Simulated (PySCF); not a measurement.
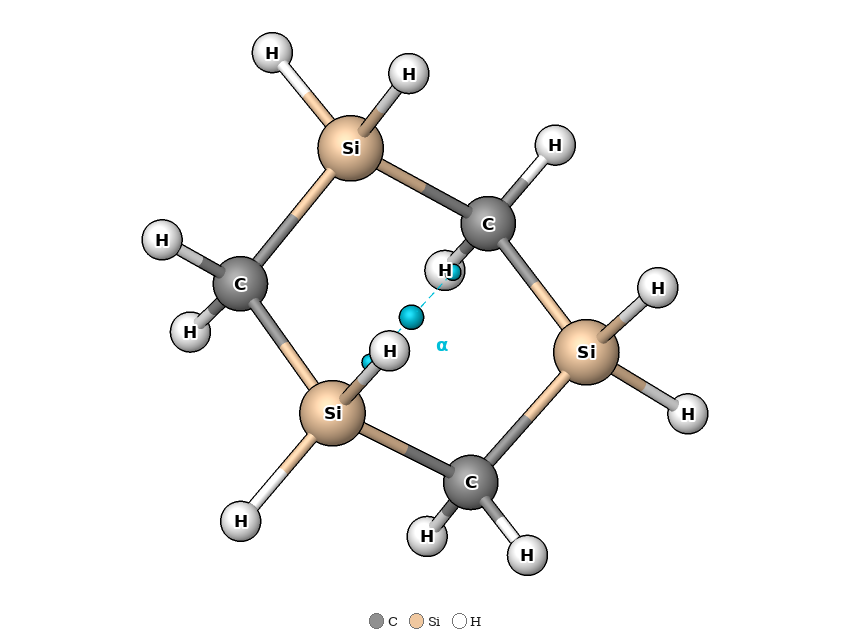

The small points mark where nucleus-independent chemical shifts (NICS) were computed: at the centre of each lettered ring and 1 Å above and below it. The geometry was computed by an optimisation with PBE0-D3(BJ)/def2-SVP. No frequency run is at hand to confirm it as a minimum. Method: GIAO PBE0/pcSseg-1 NMR shielding, non-relativistic, gas phase (PySCF 2.14.0).

Give NICS(0), NICS(1) and the out-of-plane component NICS(1)zz for each ring (means of the two sides).

```json
{"ring": "α", "members": "C3Si3", "NICS(0)": "−2.2", "NICS(1)": "−1.9", "NICS(1)zz": "4.3"}
```

Values in ppm.

Question. What do the values say about the ring currents?

Answer. Ring α: weak, as in a non-aromatic ring. NICS is one index among several.
